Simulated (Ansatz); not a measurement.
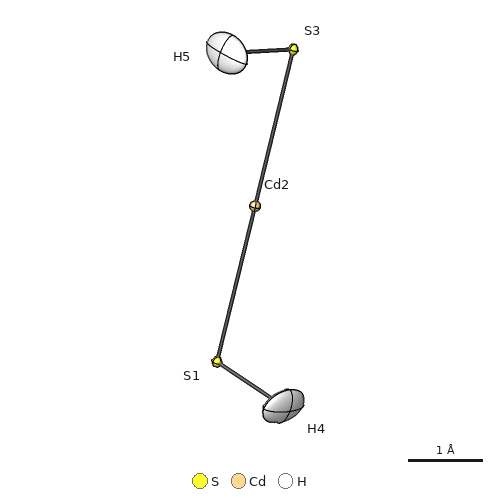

Displacement ellipsoids at the 50 % level, from the internal vibrations of the free molecule (harmonic, no overall translation or rotation; no half-axis is drawn under 0.075 Å). Vibrations computed with RKS PBE0-D4/def2-TZVP, core potentials on Cd (Ansatz 0.2.0). Temperature: 0 K (zero-point motion alone).

Give the displacement parameters, one line for each set of equivalent atoms.

| atom | U_eq (Å²) | rms amplitudes (Å) |
| --- | --- | --- |
| S1, S3 | 0.0017 | 0.035, 0.043, 0.045 |
| Cd2 | 0.00048 | 0.012, 0.025, 0.025 |
| H4, H5 | 0.0329 | 0.087, 0.170, 0.250 |
